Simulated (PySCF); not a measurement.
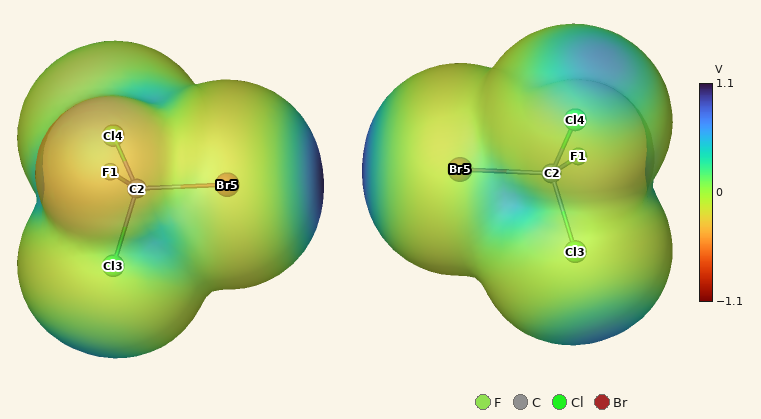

*CBrCl₂F, SMILES `FC(Cl)(Cl)Br`. Electrostatic potential on the surface of electron density 0.001 a.u. (back view left, front view right).*

Method: HF/def2-SVP; geometry: GFN2-xTB; program: PySCF. No frequency check shows the geometry to be a minimum. GFN2-xTB bond lengths at metals and heavier atoms can be off by up to 0.1 Å and shapes distorted, which carries into these values.

Input script:

```python
import numpy as np
from pyscf import gto, scf, dft
from pyscf.scf import atom_ks, atom_hf
from scipy.linalg import block_diag

def solve(mol, dm0=None, hcore=None):
    mf = scf.UHF(mol) if mol.spin else scf.RHF(mol)
    mf = mf.density_fit(auxbasis='def2-universal-jkfit')
    mf.conv_tol, mf.max_cycle = 1e-8, 80
    if hcore is not None:
        mf.get_hcore = lambda *args: hcore
    mf.kernel(dm0)
    if not mf.converged:
        mf = mf.newton().run(mf.mo_coeff, mf.mo_occ, max_cycle=30)
    assert mf.converged, 'SCF not converged'
    return mf

mol = gto.M(atom='''
F     -0.58926     0.00043    -1.61575
C     -0.47056     0.00011    -0.28927
Cl    -1.24306     1.45696     0.35999
Cl    -1.24292    -1.45724     0.35966
Br     1.43967     0.00000     0.11553
''', basis='def2-svp', charge=0, spin=0, verbose=4)
mf = solve(mol)
mf.analyze()
# spherically averaged free atoms, for the promolecule
atm = scf.atom_hf.get_atm_nrhf(mol)
pro = block_diag(*[(atm[a[0]][2] * atm[a[0]][3]) @ atm[a[0]][2].T for a in mol._atom])
np.savez('result.npz', e=mf.e_tot, c=mf.mo_coeff, occ=mf.mo_occ, eps=mf.mo_energy, pro=pro, dip=mf.dip_moment(verbose=0), s2=mf.spin_square()[0])
```

Run with:

```sh
OMP_NUM_THREADS=1 python input.py
```

The run took 3.5 s on 1 thread of Intel(R) Xeon(R) Processor @ 2.50GHz (Skylake/Cascade Lake) (shared host), peak memory 0.17 GiB.

Partitions, critical points and surface values were worked out afterwards from this run's density.

Question: Where are the extremes of the potential on the surface?

Answer: Highest: 1.03 V, 2.1 Å from Br5. Further maxima include 0.67 V, 2.0 Å from Cl3, and at like points elsewhere; 0.59 V, off the F1–C2 bond (2.0 to 2.1 Å from its atoms). Lowest: −0.40 V, 1.6 Å from F1. Further minima include −0.17 V, 2.1 Å from Cl4. The surface is sampled at points, so like sites can differ by a few per cent and only the strongest of them is named.

Question: Does Br5 carry a σ-hole?

Answer: Yes: a local maximum of +1.03 V lies on the extension of the C2–Br5 bond.

Question: What volume does the surface enclose, and what is the dipole moment?

Answer: About 115 Å³; the dipole moment is 0.6 D.
